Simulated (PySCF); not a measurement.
# CH2O2, SMILES `O=CO`: electronic structure

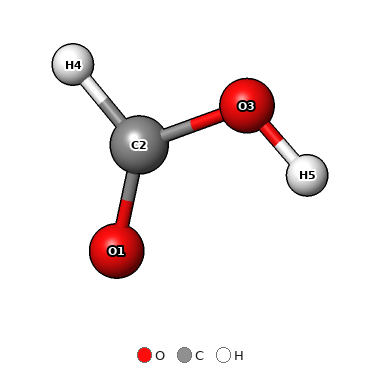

The molecule, with its atoms numbered as below. No frequency check shows the geometry to be a minimum.

Coordinates in Å:

```
O1       1.1284    0.2627    0.0000
C2       0.1311   -0.3916    0.0000
O3      -1.1021    0.0853    0.0000
H4       0.1002   -1.4918    0.0000
H5      -1.0975    1.0580    0.0000
```

Part 1: Excited states

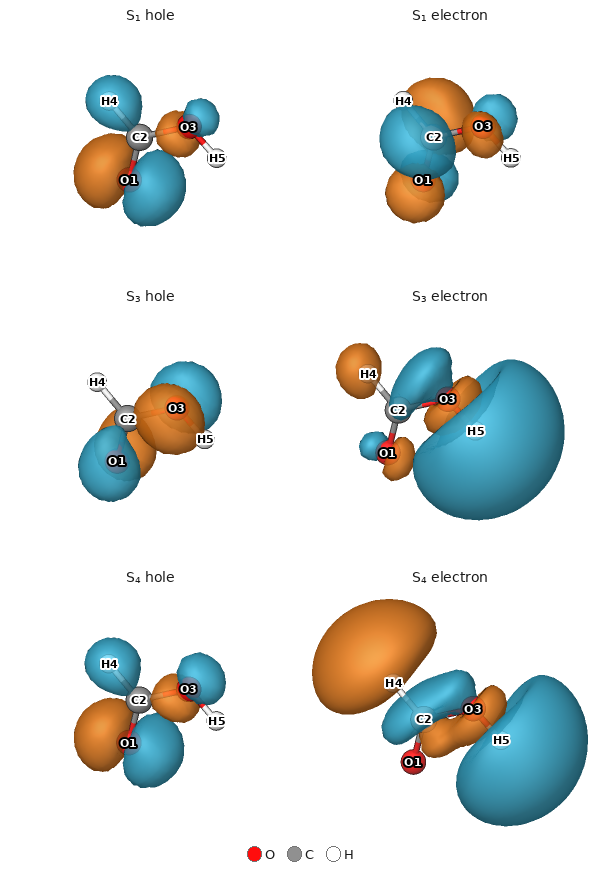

Leading natural transition orbitals (full linear response singlet states).

PySCF calculation, BHandHLYP/cc-pVDZ, gas phase; geometry: GFN2-xTB. Without diffuse functions Rydberg states are missing, so the states' numbers hold for this basis only.

Question: Give the energy and character of each state.

Answer: By state:
- S₁: 6.15 eV (202 nm), f = 0.002 (very weak), n → π*; the leading pair carries 100 %; hole on O1 (72 %), C2 (12 %) and O3 (9 %), electron on C2 (48 %), O1 (31 %) and O3 (13 %); their centroids lie 0.6 Å apart.
- S₃: 9.52 eV (130 nm), f = 0.004, n → σ*; the leading pair carries 100 %; hole on O3 (55 %), O1 (32 %) and C2 (10 %), electron on H5 (63 %), O3 (26 %) and C2 (6 %); their centroids lie 1.3 Å apart.
- S₄: 9.77 eV (127 nm), f = 0.171 (bright), partly diffuse acceptor orbital, which a basis without diffuse functions describes poorly; the leading pair carries 64 %; hole on O1 (58 %), O3 (23 %) and C2 (12 %), electron on H5 (30 %), C2 (25 %) and H4 (18 %) (atom shares of so diffuse an orbital are rough) (shares are of the whole state, not of the leading pair alone); their centroids lie 0.8 Å apart.

Part 2: In an electric field

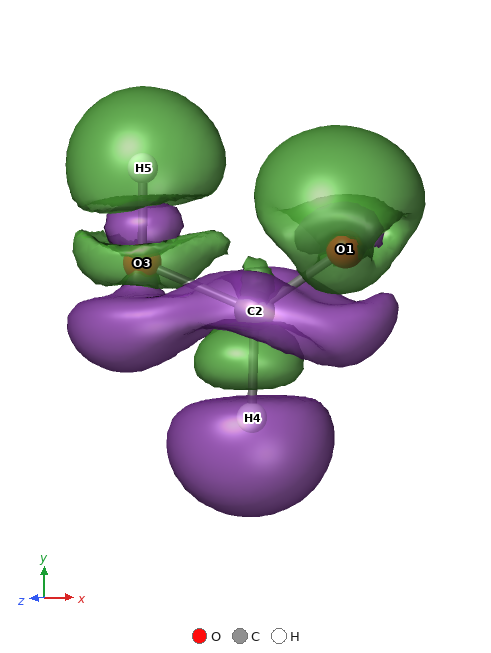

Change of the electron density in a uniform field of 0.10 V/Å, surfaces at ±0.0006 e/Å³ (purple: gain, green: loss).

Level of theory: ωB97X/cc-pVTZ (PySCF), at a geometry from GFN2-xTB. A basis without diffuse functions makes polarisabilities too small.

The field was applied in both directions; the picture shows the one opposite to the script's first.

Question: Along which Cartesian direction does the field point?

Answer: Along +y: electrons gather on the −y side, against the field.

Question: How large is the response?

Answer: The induced dipole is 0.11 D (along the field); α along this axis, from the fields in both directions, is 21 bohr³ (3.1 Å³).

Part 3: Localised orbitals

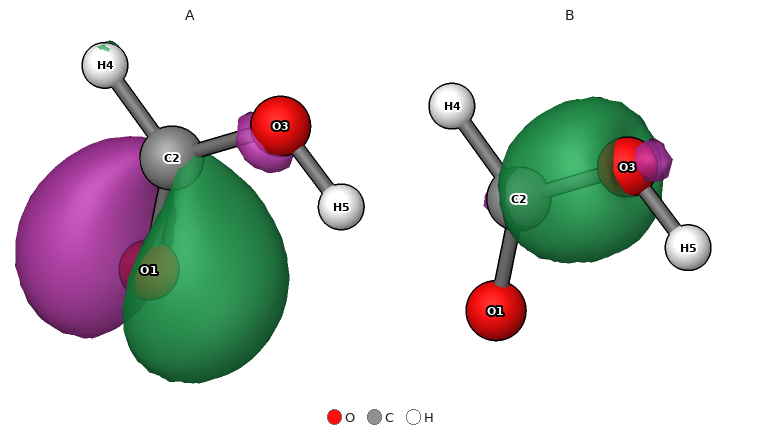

Intrinsic bond orbitals (IBO), occupied; each surface holds about 85 % of the orbital's density. Energies are diagonal elements of the Fock matrix.

PySCF calculation, TPSS/def2-SVP, gas phase; geometry: GFN2-xTB.

Question: What does each orbital represent in a Lewis picture?

Answer: By panel:
- A: lone pair on O1 (p-type) (O1 90 %, C2 6 %; −7.4 eV)
- B: σ bond O3–C2 (O3 65 %, C2 35 %; −21.2 eV)
